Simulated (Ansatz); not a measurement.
**Zr: pressure series**

The parent structure is Zr (space group P6/mmm, No. 191; a = 4.973 Å, c = 3.111 Å; a cell from a computed database, its experimental status unchecked).

Cell and atoms are relaxed at each pressure.

Level of theory: PBEsol in Ansatz (plane waves to 420 eV, PAW, no SOC).

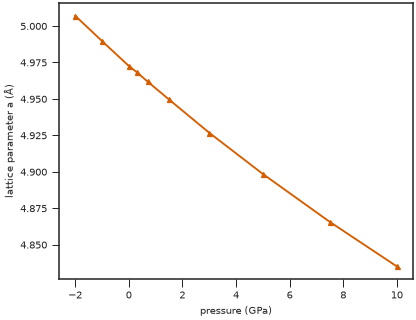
Fig. 1. Lattice parameter a against pressure

Task: From the plot, what is the lattice parameter a for pressure −1 GPa?

Result: About 4.99 Å.

Task: Is the trend monotonic over the range shown?

Result: Yes, it falls throughout, spanning 4.835 Å to 5.007 Å.

Load acts through the strain it causes; cell and atoms are relaxed under it. No phonon test of stability was made. Competing high-pressure phases were not computed. The base started in Ibam and relaxed to P6/mmm at this level. All final runs are without spin polarisation. This is not the structure that Zr has at room temperature and ambient pressure.

Ansatz is an electronic-structure program.
